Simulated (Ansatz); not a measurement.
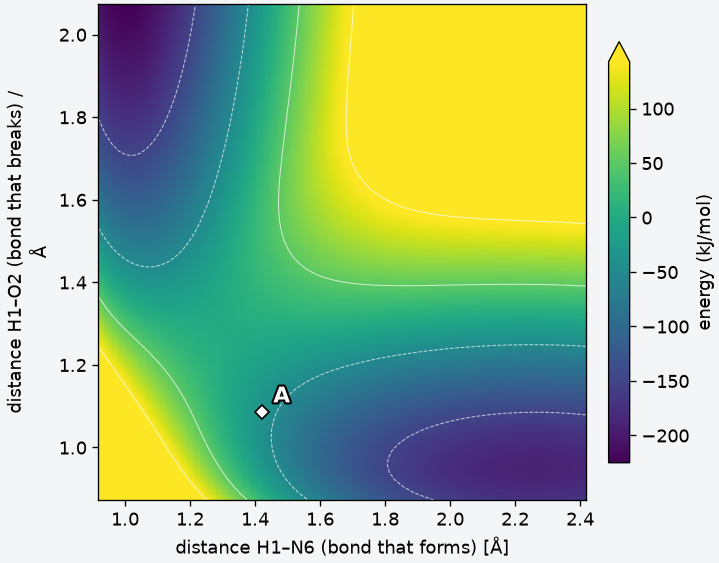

The reacting system C3H5NO (one molecule; an intramolecular 1,3-shift). 
- Coordinates scanned: (1) distance H1–N6 (bond that forms); (2) distance H1–O2 (bond that breaks).
- Relaxed at each point: all other coordinates.
- The scan uses a 13 × 13 grid.
- Points are written as (first, second).
- Energies: kJ/mol, counted from a guessed transition structure relaxed with its forming and breaking bonds held.
- The reference is spin-restricted, so regions where a bond is pulled apart into radicals lie too high.
- Computed with RHF/def2-SVP in Ansatz.

In the figure: a smooth colour map with a few white contour lines, one colour for all values above the top of the scale, the point A. Between grid points the surface is interpolated.

Is A at rest? If not, where is it pushed?

Answer. A, at (1.420 Å, 1.085 Å), is not a stationary point. The computed force is 310 kJ/mol for each Å towards larger values of the first coordinate and 102 kJ/mol for each Å towards smaller values of the second coordinate.
